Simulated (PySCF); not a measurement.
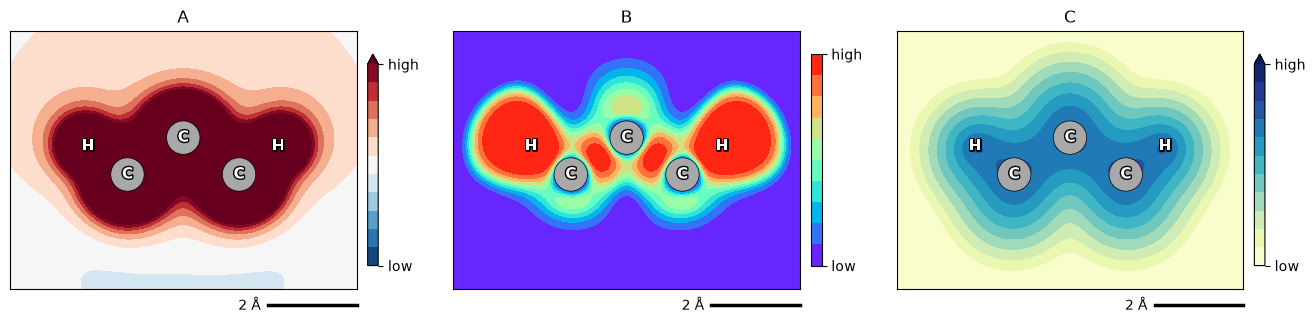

C3H6F2 (SMILES FCCCF): 3 fields on the plane of atoms C2, C3 and C4, with unlabelled colour scales. Grey discs cover the atomic cores.

Geometry: PBE0-D3(BJ)/def2-TZVP.

These are results of PBE0/pcSseg-2, SCF density, gas phase, non-relativistic (PySCF 2.14.0), not measurements.

Which field does each panel show? The fields are: electron density, electron localisation function and electrostatic potential.

Answer. Panel A: electrostatic potential (strongly positive close to the atoms and fading to about zero outside). Panel B: electron localisation function. Panel C: electron density. From the grid: C–C (1.51 Å): the density is about 1.8 e/Å³ at the midpoint; the ELF peaks at about 0.95 between the atoms, as expected for localised, covalent bonding. C–H (1.09 Å): ρ at the midpoint is about 2.1 e/Å³; the ELF climbs to about 1 towards the hydrogen, as it does in any bond to H; a covalent bond by its length.
